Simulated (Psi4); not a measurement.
**SO3 (sulfur trioxide) at wB97X-V/6-311+G(d,p)**

Aim: the energy change on altering one bond length of SO3 (sulfur trioxide) at wB97X-V/6-311+G**, from 2 runs. 

The results are computed with Psi4 1.11.

1 further run of the same task is left out (it didn't finish).

### Step 1. The system as given

SO3: 4 atoms, total charge 0, spin state singlet. SMILES: `O=S(=O)=O`. The shape is that of a PBE0-D4/def2-TZVP optimisation.

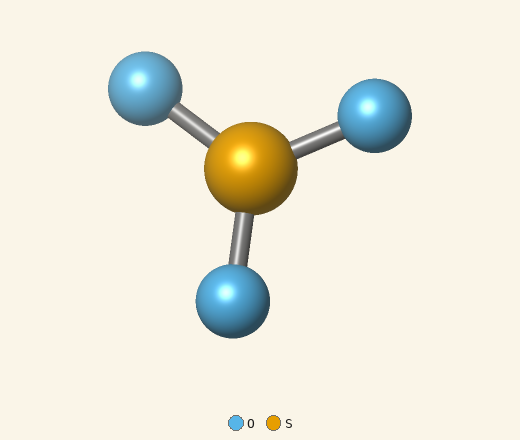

The structure, seen from a chosen angle (oxygen blue, sulfur amber).

### Step 2. A single-point energy at wB97X-V/6-311+G(d,p)

File input.inp:

```
memory 2200 mb

molecule molecule1 {
  0 1
  O     -2.11946013    -1.29372540     1.01425381
  S      0.00001890    -0.00005669    -0.00007559
  O      2.47353811    -0.61922546     0.83234877
  O     -0.35409688     1.91300755    -1.84654588
  units au
  symmetry c1
}

set {
  basis                6-311+G**
  reference            rks
  puream               true
  e_convergence        1e-09
  d_convergence        1e-08
  scf_type             pk
  dft_radial_points    99
  dft_spherical_points 590
}

energy("wb97x-v")
```

Started as:

```sh
psi4 -n 1 input.inp input.out
```

input.out, shortened:

```text
[...]
  Running in c1 symmetry.
[...]
  Nuclear repulsion =  184.488954521375945
[...]
  Multiplicity = 1
[...]
  Nalpha       = 20
  Nbeta        = 20
[...]
    Number of basis functions: 96
[...]
   @RKS iter   1:  -623.39553164404845    5.10254e-01   9.67735e-03 ADIIS/DIIS
[...]
   @RKS iter  11:  -623.69681338574048   -2.04636e-12   1.42952e-09 DIIS
[...]
    Orbital Energies [Eh]
    ---------------------
    Doubly Occupied:
       1A    -89.145443     2A    -19.299579     3A    -19.299576
       4A    -19.299538     5A     -8.311700     6A     -6.268410
       7A     -6.264912     8A     -6.264912     9A     -1.379251
      10A     -1.239103    11A     -1.239098    12A     -0.761635
      13A     -0.697669    14A     -0.663430    15A     -0.663429
      16A     -0.547456    17A     -0.547454    18A     -0.516445
      19A     -0.516441    20A     -0.461600
[...]
  @RKS Final Energy:  -623.69681338574048
   => Energetics <=
    Nuclear Repulsion Energy =            184.4889545213759448
    One-Electron Energy =               -1223.8964267453138746
    Two-Electron Energy =                 453.4788183414926266
    DFT Exchange-Correlation Energy =     -37.9322813229045082
    Empirical Dispersion Energy =           0.0000000000000000
    VV10 Nonlocal Energy =                  0.1641218196093279
    Total Energy =                       -623.6968133857404837
[...]
 Multipole Moments:
 ------------------------------------------------------------------------------------
     Multipole            Electronic (a.u.)      Nuclear  (a.u.)        Total (a.u.)
 ------------------------------------------------------------------------------------
 L = 1.  Multiply by 2.5417464519 to convert [e a0] to [Debye]
 Dipole X            :          0.0000360            0.0000001            0.0000362
 Dipole Y            :         -0.0000692           -0.0000004           -0.0000696
 Dipole Z            :         -0.0000920           -0.0000005           -0.0000926
 Magnitude           :                                                    0.0001213
[...]
```

Run time: 80 s. Hardware: 1 thread of Intel Xeon at 2.50GHz (Skylake/Cascade Lake), shared host; peak memory 0.96 GiB.

### Step 3. The distorted shape at the same level

File calc.in:

```
memory 2200 MB

molecule {
  0 1
  O     -2.467478    -1.506113     1.180838
  S      0.000010    -0.000030    -0.000040
  O      1.308940    -0.327680     0.440460
  O     -0.187380     1.012320    -0.977150
  symmetry c1
  no_reorient
  no_com
}

set {
  basis 6-311+G**
  puream true
  e_convergence 1e-09
  d_convergence 1e-08
  scf_type pk
  dft_radial_points 99
  dft_spherical_points 590
}

energy('wb97x-v')
```

Started as:

```sh
psi4 -i calc.in -o calc.out -n 1
```

calc.out, shortened:

```text
[...]
  Running in c1 symmetry.
[...]
  Nuclear repulsion =  147.737601243674021
[...]
  Multiplicity = 1
[...]
  Nalpha       = 20
  Nbeta        = 20
[...]
    Number of basis functions: 96
[...]
   @RKS iter   1:  -622.39098082088526    5.02759e-01   1.33583e-02 DIIS/ADIIS
[...]
   @RKS iter  15:  -623.49596107827790   -1.90994e-11   8.40774e-09 DIIS
[...]
    Orbital Energies [Eh]
    ---------------------
    Doubly Occupied:
       1A    -89.070175     2A    -19.369997     3A    -19.288550
       4A    -19.288527     5A     -8.242050     6A     -6.197458
       7A     -6.197035     8A     -6.191183     9A     -1.322595
      10A     -1.221155    11A     -1.086640    12A     -0.777545
      13A     -0.642039    14A     -0.641319    15A     -0.629108
      16A     -0.500060    17A     -0.492378    18A     -0.490290
      19A     -0.487975    20A     -0.457512
[...]
  @RKS Final Energy:  -623.49596107827790
   => Energetics <=
    Nuclear Repulsion Energy =            147.7376012436740211
    One-Electron Energy =               -1151.6989329909069966
    Two-Electron Energy =                 418.0268923696483512
    DFT Exchange-Correlation Energy =     -37.7285244533034287
    Empirical Dispersion Energy =           0.0000000000000000
    VV10 Nonlocal Energy =                  0.1670027526101725
    Total Energy =                       -623.4959610782777872
[...]
 Multipole Moments:
 ------------------------------------------------------------------------------------
     Multipole            Electronic (a.u.)      Nuclear  (a.u.)        Total (a.u.)
 ------------------------------------------------------------------------------------
 L = 1.  Multiply by 2.5417464519 to convert [e a0] to [Debye]
 Dipole X            :         19.9955858          -20.3470289           -0.3514431
 Dipole Y            :         12.2051859          -12.4197790           -0.2145931
 Dipole Z            :         -9.5687621            9.7368970            0.1681349
 Magnitude           :                                                    0.4447829
[...]
```

Wall time 1.8 min (1 thread of Intel Xeon at 2.50GHz (Skylake/Cascade Lake), shared host); peak memory 0.9 GiB.

### Step 4. Outcome

At wB97X-V/6-311+G**:

| quantity | value |
| --- | --- |
| first shape: total energy | -623.69681 Eh |
| first shape: dipole moment | 0.00 D |
| first shape: HOMO energy | -12.56 eV |
| first shape: LUMO energy | -0.52 eV |
| first shape: HOMO–LUMO gap | 12.04 eV |
| distorted shape: total energy | -623.49596 Eh |
| distorted shape: dipole moment | 1.13 D |
| distorted shape: HOMO energy | -12.45 eV |
| distorted shape: LUMO energy | -5.00 eV |
| distorted shape: HOMO–LUMO gap | 7.45 eV |
| energy change with the O1–S2 bond stretched from 1.419 to 3.123 Å | 5.465 eV |

In words: With the O1–S2 bond stretched from 1.419 to 3.123 Å the energy rises by 5.47 eV (527 kJ/mol). The first shape isn't relaxed at this level, so the change isn't measured from a minimum. A restricted reference can't describe the breaking bond well at this length.
